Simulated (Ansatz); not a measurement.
System: Cs$_{2}$H$_{4}$Pb.

The calculation's input:

```
crystal:
  lattice:
    - [-2.0390650856, 1.7433844289, 9.9392121314]
    - [1.9840289431, -1.6906840063, 9.9190485101]
    - [2.0043883306, 1.6500848767, -9.9301403632]
  atoms:
    - { symbol: Cs, position: [0.1652672193, 0.1653334024, -0.0175366353] }
    - { symbol: Cs, position: [0.8309361621, 0.8189344473, 0.0002202055] }
    - { symbol: H, position: [0.353501408, 0.367379654, 0.0046124786] }
    - { symbol: H, position: [0.6394665503, 0.6486387009, 0.0033670473] }
    - { symbol: H, position: [0.4312120206, 0.9438270307, 0.4891573235] }
    - { symbol: H, position: [0.5623515624, 0.0526203115, 0.5022768638] }
    - { symbol: Pb, position: [-0.0089495493, 0.4986612383, 0.4900082828] }
kpoints:
  mp_grid: { grid: [6, 6, 6] }
hamiltonian:
  xc: pbesol
scf:
  occupations: { method: fermi_dirac, width: 0.05 }
relax:
  f_tol: 0.01
  cell: {}
  max_steps: 120
output:
  write_density: true
  write_potential: true
  elf: true
  volumetric_format: npy
```

Run with:

```sh
ansatz run input.yaml --threads 4 --pin off --max-ram 4608MiB --backend cpu --events-out ev --progress --plain --runs-dir out
```

Below, planes, directions and counts refer to the conventional cell (a = 4.67 Å, b = 4.95 Å, c = 8.49 Å, α = 106.51°, β = 104.41°, γ = 90.73°).

The fields are those of the run's last geometry, not of the input's.

Space group P1; a structure from a database of computed crystals, not necessarily the ambient phase; started from the Mn2B4Mo-71 prototype, which need not be the ambient phase; changed on purpose from its base cell (shaken).

Computed with DFT, PBEsol, plane waves, PAW (Ansatz).

> Predict the valence pseudo-density and electron localisation function between the atoms.

Pb–H (1.94 Å): ρ at the midpoint is about 0.8 e/Å³; the ELF climbs to about 1 towards the hydrogen.

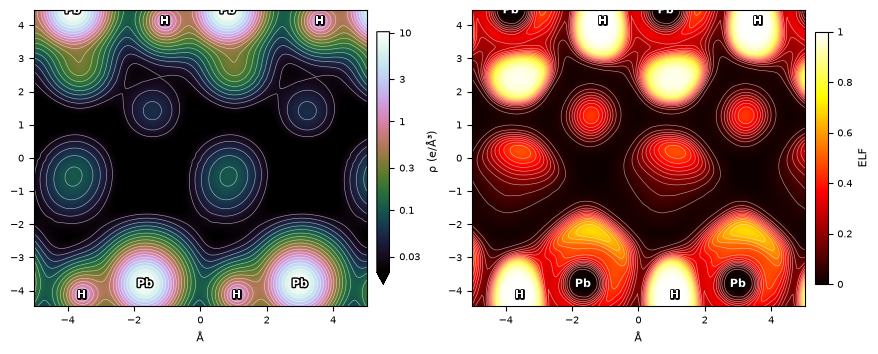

Computed valence pseudo-density and electron localisation function on the (011̄) plane of the conventional cell, in this order. 

In a PAW calculation such maps are meaningful between the atoms, not at the nuclei.
